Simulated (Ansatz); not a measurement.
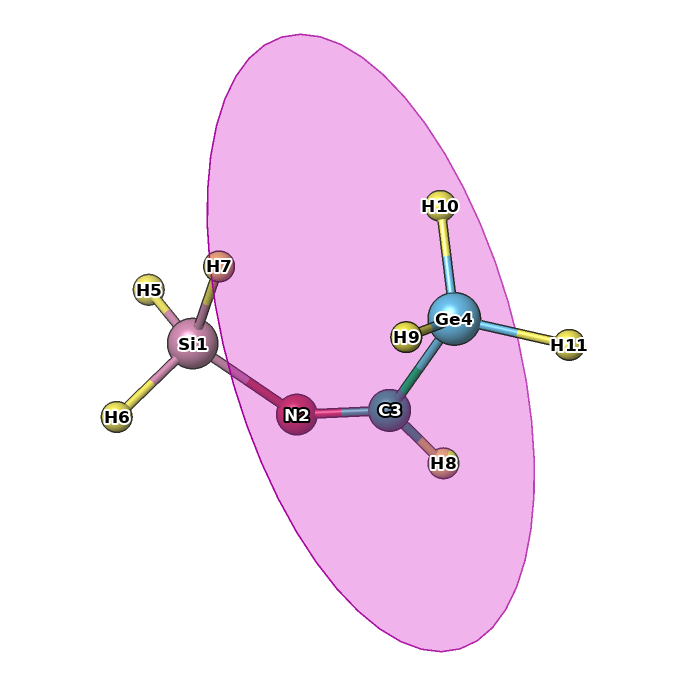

A disc through the centre of mass is drawn in. Distant atoms are faded towards the background colour. Computed geometry: PBE0-D4/def2-TZVP optimisation. No frequency run is at hand to confirm it as a minimum.

### Is the plane of the disc a mirror plane of the structure?

No. The point group is Cs, with 1 mirror plane, and this plane isn't one of its mirror planes.
